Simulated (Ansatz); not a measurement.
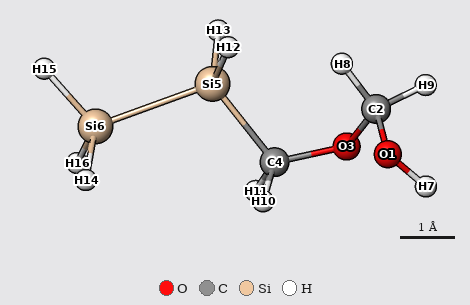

*The input geometry (ball-and-stick view, seen at a tilt; atoms are numbered from 1 in the order of the input).*

Bond lengths as drawn: C–H 1.07 to 1.18 Å, C–O 1.39 to 1.43 Å, C–Si 1.88 Å, H–O 0.99 Å, H–Si 1.46 to 1.52 Å and Si–Si 2.33 Å.

## Run report: C2H10O2Si2, geometry relaxation (part 1 of 2)

- system: C2H10O2Si2, SMILES OCOC[SiH2][SiH3]
- method: RKS B3LYP/6-31G* (Ansatz 0.2.0)

It belongs to a series of runs on one base structure; here: end point B relaxed. Figures and captions count atoms from 1; the log counts them from 0 in places.

## Log
```
The last accepted step is kept in [file] (removed where the run ends without a failure and the disk answers)
Engine: ansatz 0.2.0, aarch64-unknown-linux-gnu
Functional definition: B3LYP
  parameter a0 = 0.2
  parameter ax = 0.72
  parameter ac = 0.81
  exchange = (1 - a0 - ax)*slater_x + ax*b88_x + a0*exact_x
  correlation = (1 - ac)*vwn_rpa_c + ac*lyp_c
1296 factors; integrals over basis functions are off by at most 7.2e-4 eV
mean field evaluation 1: about -22079.7474 eV, gradient 5.2e1 eV
mean field evaluation 2: about -22075.8669 eV, gradient 7.0e1 eV
mean field evaluation 4: about -22085.1588 eV, gradient 2.9e0 eV
mean field evaluation 8: about -22085.1957 eV, gradient 5.4e-2 eV
mean field -22085.19569906 eV, -811.6159720570 hartree, gradient 4.0e-5 eV, S^2 0.000000; 0 other end points of the search recorded, 0 dependent functions left out
the calculation of the forces begins
reference -22085.19598649 eV, -811.6159826200 hartree; 33, 33 occupied and 85, 85 virtual orbitals, 1296 factors
relax step   1: F+E_penalty+E_count = -22085.19569906 eV  Δ(F+E_penalty+E_count) = +0.000e0 eV  max|allowed force component| = 3.049e0 eV/Å  Δτ_max = 0.0000 Å  (26 SCF iters, accepted)
these checks for a lower state are left out or cut short: starts, cluster_reference, orbital_swaps, neighbouring_geometries, increment
1296 factors; integrals over basis functions are off by at most 7.3e-4 eV
mean field evaluation 16: about -22085.2606 eV, gradient 7.1e0 eV
mean field -22085.50065079 eV, -811.6271788266 hartree, gradient 8.4e-6 eV, S^2 0.000000; 0 other end points of the search recorded, 0 dependent functions left out
[... from here on the field's lines of each further geometry are left out, up to the last ...]
relax step   2: F+E_penalty+E_count = -22085.50065079 eV  Δ(F+E_penalty+E_count) = -3.050e-1 eV  max|allowed force component| = 1.159e0 eV/Å  Δτ_max = 0.1939 Å  (28 SCF iters, accepted)
relax step   3: F+E_penalty+E_count = -22085.55922206 eV  Δ(F+E_penalty+E_count) = -5.857e-2 eV  max|allowed force component| = 3.078e-1 eV/Å  Δτ_max = 0.0857 Å  (28 SCF iters, accepted)
relax step   4: F+E_penalty+E_count = -22085.56938640 eV  Δ(F+E_penalty+E_count) = -1.016e-2 eV  max|allowed force component| = 4.339e-1 eV/Å  Δτ_max = 0.1589 Å  (28 SCF iters, accepted)
relax step   5: F+E_penalty+E_count = -22085.58322523 eV  Δ(F+E_penalty+E_count) = -1.384e-2 eV  max|allowed force component| = 8.794e-2 eV/Å  Δτ_max = 0.0702 Å  (28 SCF iters, accepted)
relax step   6: F+E_penalty+E_count = -22085.58683008 eV  Δ(F+E_penalty+E_count) = -3.605e-3 eV  max|allowed force component| = 2.491e-1 eV/Å  Δτ_max = 0.1263 Å  (28 SCF iters, accepted)
relax step   7: F+E_penalty+E_count = -22085.59042888 eV  Δ(F+E_penalty+E_count) = -3.599e-3 eV  max|allowed force component| = 1.308e-1 eV/Å  Δτ_max = 0.0244 Å  (28 SCF iters, accepted)
relax step   8: F+E_penalty+E_count = -22085.59508936 eV  Δ(F+E_penalty+E_count) = -4.660e-3 eV  max|allowed force component| = 2.898e-2 eV/Å  Δτ_max = 0.0768 Å  (29 SCF iters, accepted)
relax step   9: F+E_penalty+E_count = -22085.59600705 eV  Δ(F+E_penalty+E_count) = -9.177e-4 eV  max|allowed force component| = 1.805e-1 eV/Å  Δτ_max = 0.1486 Å  (28 SCF iters, accepted)
relax step  10: F+E_penalty+E_count = -22085.59789381 eV  Δ(F+E_penalty+E_count) = -1.887e-3 eV  max|allowed force component| = 6.715e-2 eV/Å  Δτ_max = 0.0173 Å  (30 SCF iters, accepted)
relax step  11: F+E_penalty+E_count = -22085.59878470 eV  Δ(F+E_penalty+E_count) = -8.909e-4 eV  max|allowed force component| = 1.676e-2 eV/Å  Δτ_max = 0.0259 Å  (24 SCF iters, accepted)
relax step  12: F+E_penalty+E_count = -22085.59892861 eV  Δ(F+E_penalty+E_count) = -1.439e-4 eV  max|allowed force component| = 1.153e-2 eV/Å  Δτ_max = 0.0169 Å  (24 SCF iters, accepted)
relax step  13: F+E_penalty+E_count = -22085.59907316 eV  Δ(F+E_penalty+E_count) = -1.445e-4 eV  max|allowed force component| = 3.387e-2 eV/Å  Δτ_max = 0.0386 Å  (30 SCF iters, accepted)
relax step  14: F+E_penalty+E_count = -22085.59905324 eV  Δ(F+E_penalty+E_count) = +1.991e-5 eV  max|allowed force component| = 1.960e-2 eV/Å  Δτ_max = 0.0278 Å  (29 SCF iters, rejected (line search))
the calculation of the forces begins
reference -22085.59942083 eV, -811.6308085585 hartree; 33, 33 occupied and 85, 85 virtual orbitals, 1296 factors
relax step  15: F+E_penalty+E_count = -22085.59913452 eV  Δ(F+E_penalty+E_count) = -6.136e-5 eV  max|allowed force component| = 1.027e-2 eV/Å  Δτ_max = 0.0136 Å  (23 SCF iters, accepted)
```

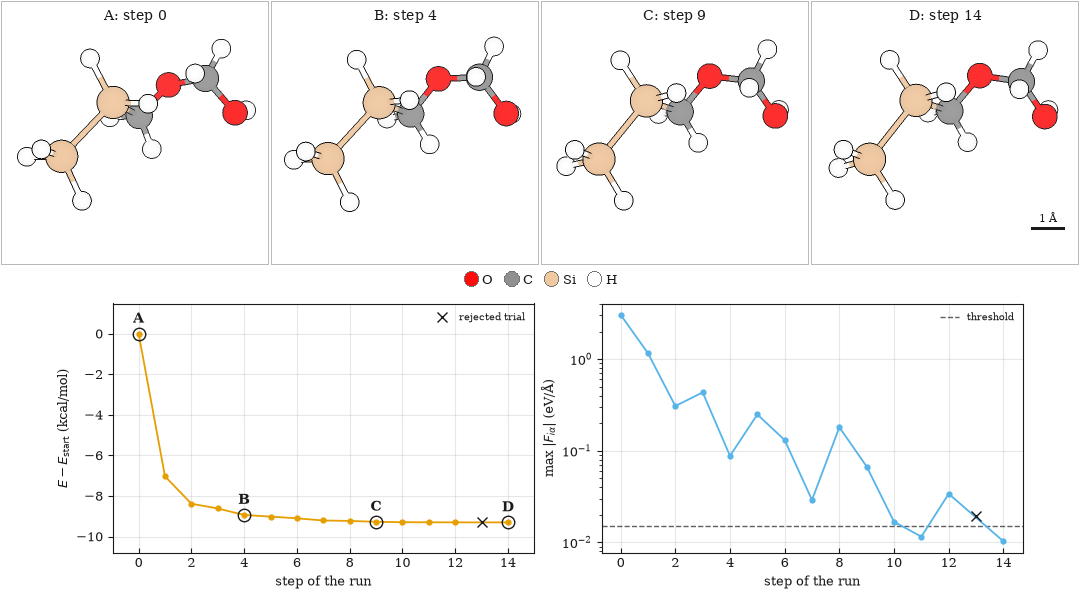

*Frames of the relaxation (ball-and-stick view, seen at a tilt) above the curves, on which the letters mark them (the first geometry is step 0 here and step 1 in the log).*

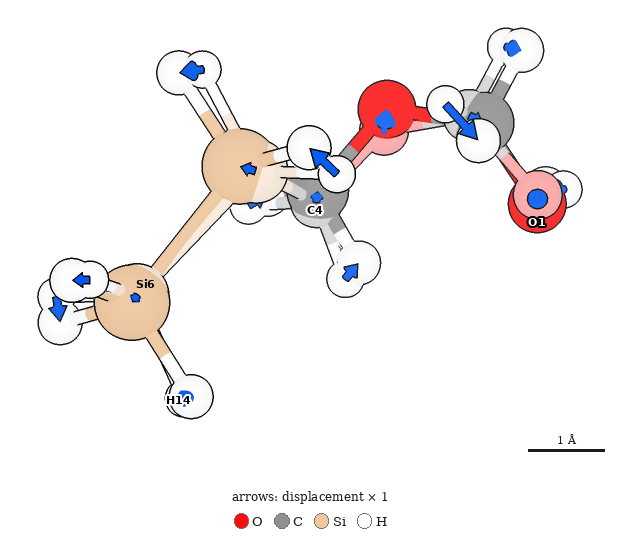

*Start (faint) and end (solid) with the displacements as blue arrows, at true length (ball-and-stick view, seen at a tilt). The two geometries are laid on each other by the best rigid fit.*

The atom that moves furthest after the best rigid fit is H8 (0.65 Å). By element the largest moves are H 0.65 Å, O 0.45 Å, Si 0.22 Å, C 0.21 Å. Among the contacts that change: C4–H11 1.175 → 1.096 Å, O3–C4 1.388 → 1.440 Å, C4–Si5 1.875 → 1.918 Å, Si6–H15 1.457 → 1.490 Å. Among the angles that change: O1–C2–H8 110.9° → 105.1°, O3–C4–Si5 116.5° → 111.3°, H8–C2–H9 104.8° → 109.9°. Over 14 geometry steps the energy falls by 9.30 kcal/mol. Largest force component: 3 eV/Å at the start, 0.01 eV/Å at the end. The line search rejected the trial step at point 13 (counted from 0) and went back. (Atoms are counted from 1 in the order of the input.)

```
1296 factors; integrals over basis functions are off by at most 7.1e-4 eV
mean field -22085.59913452 eV, -811.6307980369 hartree, gradient 2.1e-5 eV, S^2 0.000000; 1 other end points of the search recorded, 0 dependent functions left out
the calculation of the forces begins
reference -22085.59942083 eV, -811.6308085585 hartree; 33, 33 occupied and 85, 85 virtual orbitals, 1296 factors
Total energy: -22085.59942083 eV, -811.6308085585 hartree
Atom 0 at    -0.011568    -2.784030    -1.416571 Å, force     0.003297    -0.000299    -0.000013 eV/Å
Atom 1 at     1.203399    -2.391652    -0.824397 Å, force    -0.010269    -0.003748     0.003252 eV/Å
Atom 2 at     1.395904    -0.998019    -0.824593 Å, force     0.003234     0.007373     0.000776 eV/Å
Atom 3 at     0.466833    -0.279833     0.008821 Å, force    -0.003616    -0.002736    -0.002377 eV/Å
Atom 4 at     1.159809    -0.042295     1.781699 Å, force     0.001212    -0.001110    -0.000915 eV/Å
Atom 5 at    -0.383390     1.022850     3.206672 Å, force    -0.002522     0.002286     0.001593 eV/Å
Atom 6 at     0.006326    -2.472654    -2.336574 Å, force    -0.001506    -0.000002    -0.001479 eV/Å
Atom 7 at     1.170432    -2.801043     0.192957 Å, force     0.002192    -0.000865     0.001020 eV/Å
Atom 8 at     2.072836    -2.792488    -1.359803 Å, force     0.003264    -0.000564    -0.001628 eV/Å
Atom 9 at    -0.510952    -0.777652     0.001253 Å, force     0.002735     0.002144     0.000278 eV/Å
Atom 10 at     0.327797     0.700953    -0.460007 Å, force     0.000577    -0.000240     0.001199 eV/Å
Atom 11 at     1.522280    -1.370155     2.355543 Å, force    -0.000725    -0.001298     0.000233 eV/Å
Atom 12 at     2.409793     0.764279     1.701395 Å, force    -0.000102     0.000740     0.000414 eV/Å
Atom 13 at    -1.631935     0.219346     3.335908 Å, force     0.002744     0.001739     0.000496 eV/Å
Atom 14 at     0.194302     1.204965     4.567736 Å, force    -0.000474    -0.000432    -0.003741 eV/Å
Atom 15 at    -0.756484     2.366277     2.679192 Å, force    -0.000040    -0.002989     0.000894 eV/Å
Dipole moment:    -0.014448     0.024190    -0.193029 e Å
```

## Trajectory as extended XYZ (Å, eV, eV/Å), 14 of the 15 frames kept, from step=1 to step=15
```
16
Properties=species:S:1:pos:R:3:forces:R:3 step=1 energy=-22085.19570
O     0.1735   -2.9816   -1.0549   -0.3985  -0.1826  -0.4986
C     1.3034   -2.2159   -0.7964   -0.0239   0.5246   0.3737
O     1.0632   -0.8273   -1.0295    0.9962  -1.1263  -0.7510
C     0.3176   -0.2314   -0.0221   -0.7584   3.0492  -0.0374
Si    1.0778   -0.2300    1.6921    0.5048  -0.3480   0.9315
Si   -0.3040    0.9910    3.1117   -0.4708  -0.1480  -0.2806
H     0.0488   -2.8881   -2.0279   -0.2027  -0.1962   0.6888
H     1.6651   -2.3852    0.2280   -0.5788  -0.1021  -0.0304
H     2.1023   -2.5427   -1.4251    0.8395   0.2638  -0.9222
H    -0.7187   -0.5776    0.0382   -0.1644  -0.3245  -0.1217
H     0.2152    0.9068   -0.2969    0.1930  -1.8845   0.2344
H     1.1282   -1.6606    2.1907    0.1678   0.4826   0.0718
H     2.4651    0.3872    1.7409   -0.3927  -0.3190  -0.1456
H    -1.6965    0.4488    3.1074    0.0663  -0.0230   0.0198
H     0.1911    0.9835    4.4824    0.2117  -0.0262   0.5820
H    -0.3967    2.3919    2.6707    0.0110   0.3602  -0.1145
16
Properties=species:S:1:pos:R:3:forces:R:3 step=2 energy=-22085.50065
O     0.1697   -2.9900   -1.0978   -0.0992   0.0253  -0.4187
C     1.3408   -2.2556   -0.8795    0.0354   0.4237   0.2709
O     1.1496   -0.8519   -1.0246    0.6023  -0.6598  -0.3086
C     0.3600   -0.2504   -0.0236   -0.8923   1.1594  -0.0493
Si    1.0376   -0.2009    1.7572    0.5301  -0.2686   0.3276
Si   -0.3533    1.0550    3.1743   -0.1063  -0.0182  -0.2062
H    -0.0481   -2.8569   -2.0440   -0.0662  -0.1130   0.4233
H     1.6903   -2.4929    0.1342   -0.1914  -0.0833  -0.0373
H     2.1265   -2.5315   -1.5870    0.0819   0.1870  -0.1915
H    -0.6645   -0.6567   -0.0054    0.0763  -0.1578  -0.0762
H     0.2280    0.8206   -0.3407    0.1846  -0.7587   0.1675
H     1.1721   -1.5720    2.3574   -0.0729   0.1429  -0.0944
H     2.4307    0.3526    1.7356   -0.1481   0.0400   0.0246
H    -1.7348    0.4918    3.1748    0.0270   0.0209   0.0172
H     0.1610    1.0405    4.5615    0.0653  -0.0144   0.1517
H    -0.4302    2.4672    2.7169   -0.0265   0.0747  -0.0005
16
Properties=species:S:1:pos:R:3:forces:R:3 step=3 energy=-22085.55922
O     0.1635   -2.9680   -1.1085   -0.0037   0.0514  -0.2173
C     1.3553   -2.2561   -0.8891    0.0490   0.2649  -0.0624
O     1.2021   -0.8531   -0.9908    0.1917  -0.2826  -0.1206
C     0.3527   -0.2655   -0.0080   -0.3078  -0.2220   0.1861
Si    1.0563   -0.2175    1.7837   -0.0254   0.0661  -0.0143
Si   -0.3604    1.0774    3.1528    0.0686  -0.0685   0.0751
H    -0.1052   -2.7945   -2.0302    0.0244  -0.0350   0.2029
H     1.6881   -2.5462    0.1163   -0.0064  -0.0554  -0.0760
H     2.1312   -2.4933   -1.6348   -0.1170  -0.0182   0.1398
H    -0.6473   -0.7374   -0.0213    0.2083   0.0318   0.0287
H     0.2099    0.7655   -0.3295   -0.0074   0.2131  -0.0800
H     1.1846   -1.5787    2.3844   -0.0316   0.0384  -0.0318
H     2.4246    0.3742    1.7616   -0.0121   0.0132  -0.0097
H    -1.7386    0.5115    3.1680   -0.0082   0.0099   0.0002
H     0.1678    1.0517    4.5470   -0.0456   0.0435  -0.0057
H    -0.4490    2.4988    2.7078    0.0231  -0.0505  -0.0150
16
Properties=species:S:1:pos:R:3:forces:R:3 step=4 energy=-22085.56939
O     0.1378   -2.9525   -1.2550    0.1218  -0.0221   0.4339
C     1.3298   -2.2862   -0.9128    0.0850  -0.0421   0.0983
O     1.2333   -0.8841   -0.9416    0.0220  -0.0211   0.0026
C     0.3550   -0.3053    0.0362    0.0056  -0.0834  -0.0116
Si    1.0791   -0.1676    1.8163    0.0225  -0.0869  -0.1495
Si   -0.3534    1.0948    3.1680   -0.0574   0.0685   0.0996
H    -0.0850   -2.7016   -2.1575   -0.0762   0.1248  -0.3980
H     1.5959   -2.6573    0.0833   -0.1037  -0.0142   0.0911
H     2.1522   -2.5206   -1.5981   -0.0284   0.0143  -0.1358
H    -0.6096   -0.8320    0.0478    0.0320  -0.0157  -0.0073
H     0.1607    0.7071   -0.3293   -0.0394   0.0716   0.0050
H     1.2371   -1.5071    2.4502    0.0267  -0.0374  -0.0330
H     2.4268    0.4614    1.7632    0.0206   0.0223  -0.0153
H    -1.7229    0.5083    3.1766   -0.0107   0.0024   0.0054
H     0.1567    1.1076    4.5668   -0.0174   0.0202   0.0196
H    -0.4584    2.5041    2.6952   -0.0031  -0.0011  -0.0050
```
